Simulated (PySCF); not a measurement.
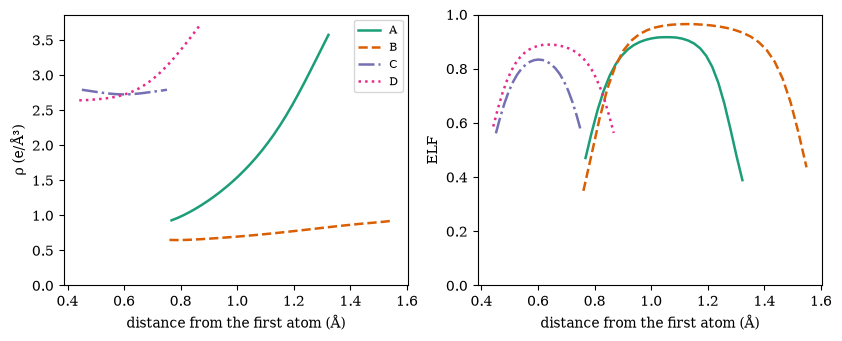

C₃H₆NPSi (SMILES C#C/C=N/[SiH2]P). Total electron density and electron localisation function along straight lines between neighbouring atoms. The curves leave out the atomic cores.

Geometry: GFN2-xTB.

Method: PySCF, PBE0/pcSseg-1, SCF density, gas phase, non-relativistic.

```
atom    x (Å)    y (Å)    z (Å)
   C   3.2955   0.8887  -0.1126
   C   2.3009   0.2475   0.1011
   C   1.1282  -0.4942   0.3687
   N   0.1022  -0.3845  -0.3574
  Si  -1.5030  -0.9614  -0.3311
   P  -2.7975   0.7971   0.2218
   H   4.1641   1.4488  -0.2992
   H   1.1975  -1.1532   1.2439
   H  -1.7484  -1.3217  -1.7233
   H  -1.8637  -2.0415   0.5989
   H  -1.8920   1.3807   1.0902
   H  -2.3826   1.5930  -0.8271
```

### Which curve belongs to which contact (C–C, C–N, Si–N and Si–P)? The first atom named is at distance zero.

Curve A: Si–N (1.71 Å): ρ is about 1.1 e/Å³ halfway; the ELF peaks at about 0.90 between the atoms, as expected for a shared but strongly polarised pair. Curve B: Si–P (2.25 Å): the density is about 0.74 e/Å³ at the midpoint, with its minimum of 0.65 e/Å³ about 0.8 Å from Si; the ELF peaks at about 0.95 between the atoms; a covalent bond. Curve C: C–C (1.20 Å): ρ is about 2.7 e/Å³ halfway; the ELF peaks at about 0.85 between the atoms (a multiple bond). Curve D: C–N (1.26 Å): ρ is about 2.8 e/Å³ halfway; the ELF peaks at about 0.90 between the atoms: a multiple bond.
